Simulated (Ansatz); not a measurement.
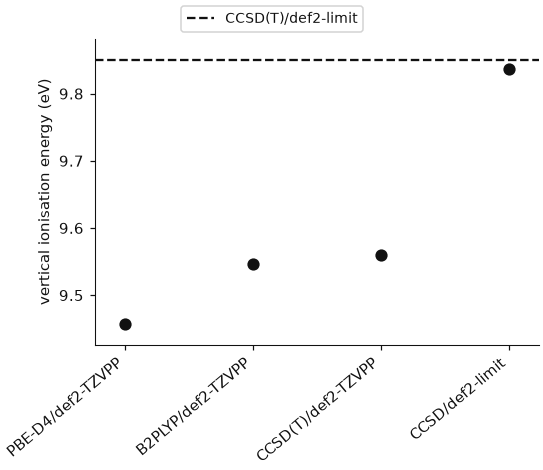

Vertical ionisation energy of GeH₂SO, SMILES [OH][Ge][SH], singlet, taken as the energy of the cation less that of the neutral at fixed geometry (unrestricted doublet cation, cores frozen in correlated methods, no spin-orbit coupling), the Ansatz code 0.2.0, at a PBE0-D4/def2-TZVP geometry (a minimum by its frequencies). Limit means an estimate of the basis limit from triple and quadruple zeta; for coupled cluster it is either extrapolated directly or built as the MP2 limit plus the step from MP2 in triple zeta. B2PLYP/def2-TZVPP holds a correlation term that converges slowly with the basis, so part of the distance to the limit is basis error. The distance of CCSD(T)/def2-TZVPP to the limit includes basis error.

Which level comes closest to the line (CCSD(T)/def2-limit), and which misses most?

Answer. Closest CCSD/def2-limit (9.84 eV), against 9.85 eV; farthest PBE-D4/def2-TZVPP (9.46 eV).

Give the values.

Answer.
```csv
level,eV,less CCSD(T)/def2-limit
PBE-D4/def2-TZVPP,9.46,−0.39
B2PLYP/def2-TZVPP,9.55,−0.30
CCSD(T)/def2-TZVPP,9.56,−0.29
CCSD/def2-limit,9.84,−0.01
CCSD(T)/def2-limit,9.85,0.00
```

Limits of at least one run: no scalar relativity up to krypton; outer-core shells are correlated without core-valence functions, which makes the correlated values less sure.
